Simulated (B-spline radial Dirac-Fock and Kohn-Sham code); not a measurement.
Nickel (Z = 28). The calculation used a Dirac–Hartree–Slater potential of the neutral atom, no hole, surface-current nucleus (a B-spline radial code).

Before looking at the plot, say what to expect. Its caption: L3-subshell internal conversion coefficients against transition energy, at the marked points and joined by straight lines (also across edges).

E1 goes from 0.412 at 13.4 keV to 3.11 × 10⁻⁸ at 1760 keV; M1 goes from 0.0330 at 13.4 keV to 3.02 × 10⁻⁸ at 1760 keV; E2 goes from 215 at 13.4 keV to 4.94 × 10⁻⁸ at 1760 keV; M2 goes from 42.1 at 13.4 keV to 4.17 × 10⁻⁸ at 1760 keV.

Here it is:

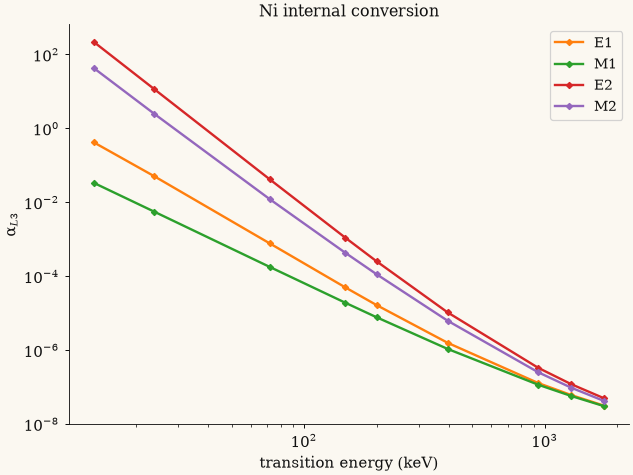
